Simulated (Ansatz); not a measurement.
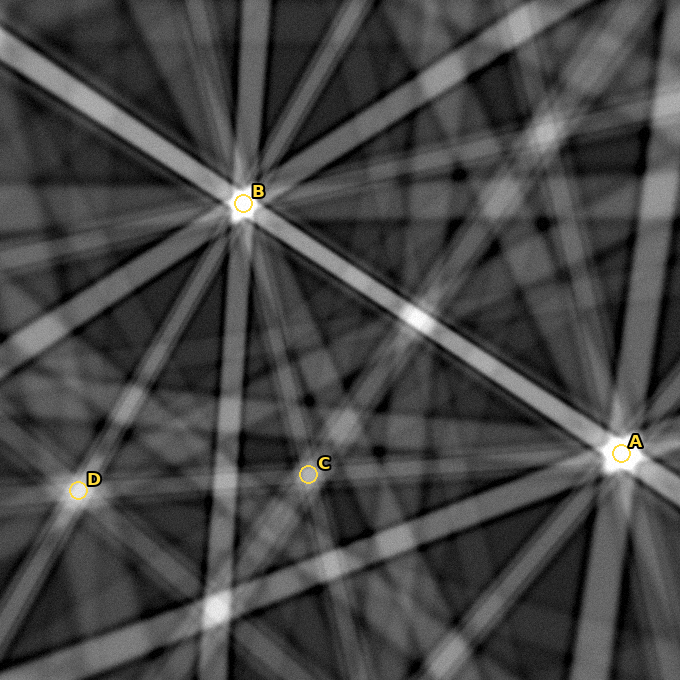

Simulated Kikuchi (electron backscatter) pattern at 20 kV: kinematic bands of width 2θ(Bragg) in gnomonic projection, seen from the camera side; the frame spans ±42° from its centre. Crystal: TiO₃, space group P6_3/mmc (No. 194), a = 4.376 Å, c = 3.998 Å (hexagonal axes). Structure: the end point of a relaxation with DFT PBE, scalar-relativistic, plane waves, PAW (Ansatz); the starting structure was generated, so it need not be a known form of this composition.

```json
{"atom": "Ti", "site": "2c", "symmetry": "-6m2", "x": "0.3333", "y": "0.6667", "z": "0.2500"}
{"atom": "O", "site": "6h", "symmetry": "mm2", "x": "0.8235", "y": "0.6470", "z": "0.2500"}
```

Pole A is [100] and pole B is [110].

> Index the poles C and D.

C is [211], 40.0° from A and 40.0° from B. D is [111], 68.3° from A and 42.4° from B.

> Which band joins A and B, and how wide is it?

It comes from the planes common to both zones. The strongest order is 0 0 2 with d = 1.999 Å, so the band is 2θ = 2.5° wide (λ = 0.0859 Å). Other orders of the same planes (0 0 4) lie on the same centre line with other widths.
